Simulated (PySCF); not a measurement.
Consider C5H13Si (doublet).

The calculation's input:

```
{"job": {"kind": "epr", "basis": "pcH-1"}, "charge": 0, "multiplicity": 2}
C      2.972077    -0.170983     0.050529
C      1.567929    -0.397084    -0.498935
C      0.546723     0.530106     0.151902
Si    -1.227639     0.310885    -0.530857
C     -2.412246     1.529388     0.336594
C     -1.836027    -1.481947    -0.287153
H      3.000342    -0.369924     1.120440
H      3.688638    -0.826978    -0.439342
H      3.282198     0.859296    -0.114007
H      1.279059    -1.436238    -0.327652
H      1.571343    -0.230998    -1.578536
H      0.870961     1.563448     0.015520
H      0.543229     0.348260     1.231537
H     -2.069844     2.555002     0.241832
H     -2.487997     1.303534     1.399190
H     -3.411847     1.474917    -0.082521
H     -2.865380    -1.596698    -0.613071
H     -1.232891    -2.190094    -0.846833
H     -1.788431    -1.764640     0.763901
```

Command:

```sh
OMP_NUM_THREADS=1 python probes_run.py task.json out
```

Geometry: GFN2-xTB.

Theory: PySCF 2.14.0, density-fitted response routines, UKS B3LYP, pcH-1 on C H Si, non-relativistic, mean-field spin-orbit, GIAO.

### What will maps of the electron density, electron localisation function and spin density show?

C–C (1.52 Å): ρ at the midpoint is about 1.6 e/Å³; the ELF peaks at about 0.95 between the atoms; a shared electron pair.
C–Si (1.91 Å): ρ at the midpoint is about 0.9 e/Å³; the ELF peaks at about 0.95 between the atoms; a covalent bond.
C–H (1.09 Å): ρ at the midpoint is about 2 e/Å³; the ELF climbs to about 1 towards the hydrogen, as it does in any bond to H (an ordinary covalent bond to hydrogen).
The unpaired spin (1 electron) lies mostly on Si4 (about 0.7), in electrons by Hirshfeld's partition.

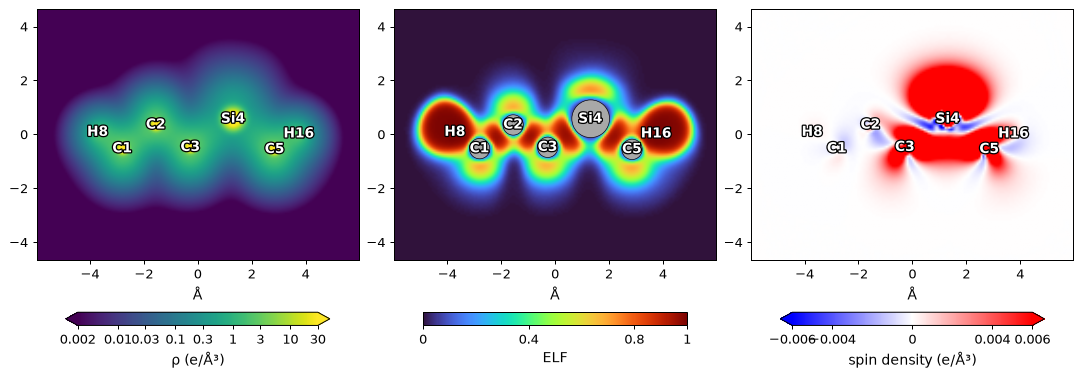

Computed electron density, electron localisation function and spin density on the plane of atoms C3, Si4 and C5, in this order. Grey discs cover the atomic cores in the ELF map. 
